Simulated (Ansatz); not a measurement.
The relaxed structure here is a generated cell of Bi: the first start was made by placing the elements on the sites of a structure type, and the end was not matched to a known phase here, so it may be hypothetical. Known forms of Bi include space group No. 166.

A relaxed structure of Bi. Space group Fm-3m (No. 225), fcc (Cu type). Calculation: r2SCAN (plane waves to 500 eV, PAW, scalar-relativistic; Ansatz, an electronic-structure program).

```cif
data_Bi4
_chemical_formula_sum 'Bi4'
_space_group_name_H-M_alt 'Fm-3m'
_space_group_IT_number 225
_space_group_name_Hall '-F 4 2 3'
_cell_length_a 5.00532
_cell_length_b 5.00532
_cell_length_c 5.00532
_cell_angle_alpha 90.000
_cell_angle_beta 90.000
_cell_angle_gamma 90.000
loop_
_atom_site_label
_atom_site_type_symbol
_atom_site_symmetry_multiplicity
_atom_site_Wyckoff_symbol
_atom_site_fract_x
_atom_site_fract_y
_atom_site_fract_z
_atom_site_occupancy
Bi1 Bi 4 a 0.00000 0.00000 0.00000 1
```
(The calculation used a cell of 1 atom; values per cell refer to that cell.)

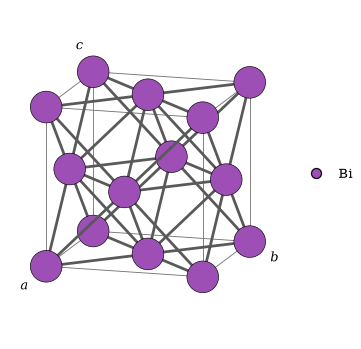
Figure. The conventional cell of the relaxed structure

```json
{
 "volume_per_atom": "31.35 Å³",
 "band_gap": "zero (metallic)",
 "shortest_distances": "Bi–Bi 3.54 Å",
 "k-mesh": "16×16×16"
}
```

No spin polarisation in the result.

The run could not lose the symmetry of its start, so the end can be a saddle point.
